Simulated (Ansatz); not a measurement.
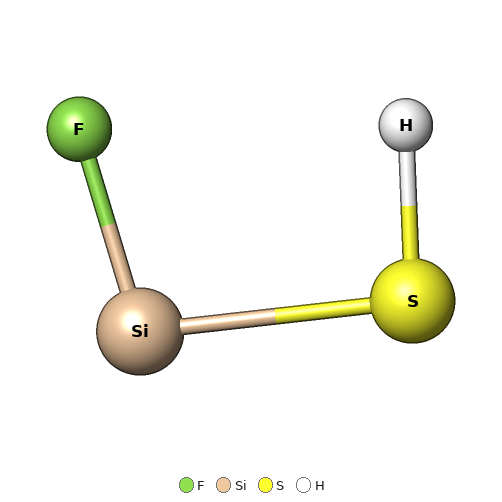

Sticks follow a distance rule. Harmonic vibrations computed with RKS PBE0-D4/def2-TZVP (Ansatz 0.2.0) at a stationary point of the same level.

Minimum or transition state?

A minimum: no imaginary frequency, and the lowest mode lies at 256 cm⁻¹.

List the wavenumbers.

6 modes: 256, 354, 499, 625, 837, 2697 cm⁻¹.
